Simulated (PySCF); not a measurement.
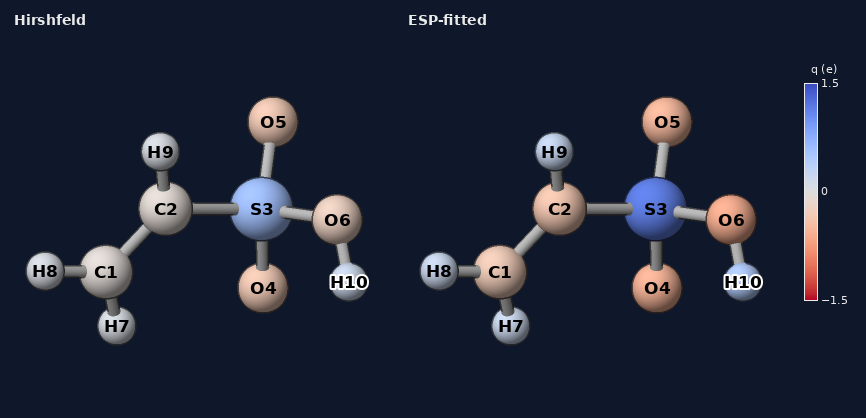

Atomic charges of one calculation by 2 schemes, on one colour scale. The computed structure is the end point of a PBE0-D3(BJ)/def2-SVP optimisation. No frequency run is at hand to confirm it as a minimum. Computed with PBE0/pcSseg-1 (PySCF 2.14.0).

Which scheme gives the most polar picture (largest mean size of the charges)?

The ESP-fitted charges are the largest in size here.

On which atom do the schemes disagree most?

On S3 (from 0.55 to 1.12 e).

List the charges (e), one line for each set of equivalent atoms.

| atom | Hirshfeld | ESP-fitted |
| --- | --- | --- |
| C1 | −0.06 | −0.28 |
| C2 | −0.07 | −0.34 |
| S3 | 0.55 | 1.12 |
| O4 | −0.30 | −0.52 |
| O5 | −0.30 | −0.47 |
| O6 | −0.21 | −0.56 |
| H7 | 0.06 | 0.20 |
| H8 | 0.07 | 0.19 |
| H9 | 0.07 | 0.23 |
| H10 | 0.19 | 0.43 |
